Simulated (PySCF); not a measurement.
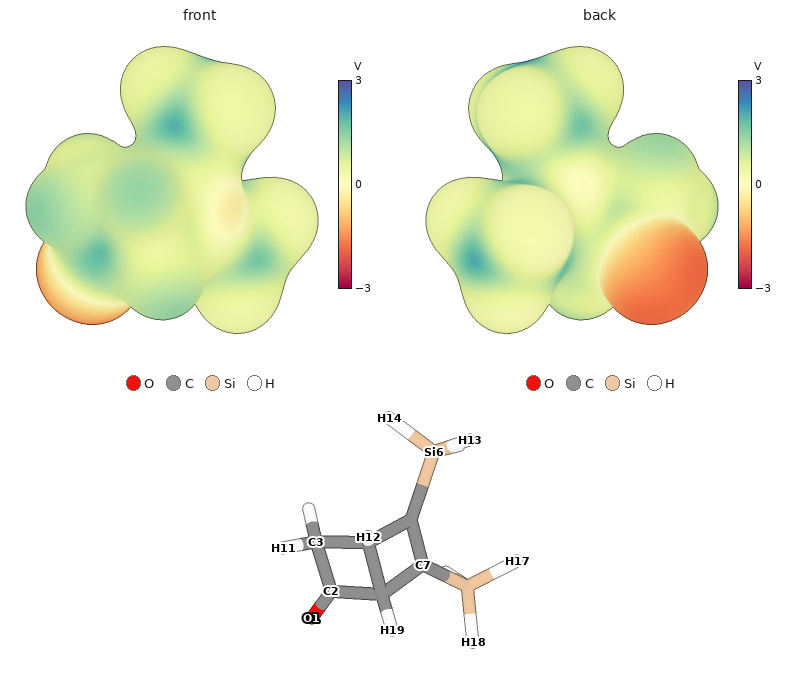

The picture shows: C₆H₁₀OSi₂. The molecular electrostatic potential painted on the density surface at 0.004 e/bohr³, seen from the front and from behind; the colour scale runs from red (negative) to blue (positive). The bare structure is drawn below in the same view.

Geometry: GFN2-xTB.

Theory: PySCF, PBE0/pcSseg-1, SCF density, gas phase, non-relativistic.

Input file:

```
{"job": {"kind": "nmr", "xc": "PBE0", "basis": "pcSseg-1"}, "charge": 0, "multiplicity": 1}
O     -1.954460     2.436157     0.009340
C     -0.862780     1.950888     0.077047
C      0.367242     1.988388    -0.806903
C      1.063490     1.019492     0.173982
C      0.704353    -0.424227    -0.103931
Si     1.477836    -1.684997    -1.246631
C     -0.389154    -0.397198     0.688836
Si    -1.787614    -1.572521     1.101369
C     -0.183986     1.051852     1.091435
H      0.241521     1.638178    -1.829303
H      0.803744     2.986190    -0.825126
H      2.066907     1.267511     0.505996
H      2.617908    -2.310852    -0.571065
H      1.955394    -0.979147    -2.440397
H      0.472105    -2.683662    -1.604568
H     -2.747253    -1.592347    -0.003707
H     -1.214252    -2.904707     1.304213
H     -2.426539    -1.098880     2.329472
H     -0.214264     1.319135     2.142480
```

Launched as:

```sh
OMP_NUM_THREADS=1 python probes_run.py task.json out
```

Question: Where is the surface potential most negative and most positive?

Answer: The most negative region (about −1.8 V) lies over O1, the most positive (about +1.9 V) over Si6 and Si8. O1 is the likeliest acceptor of a hydrogen bond.
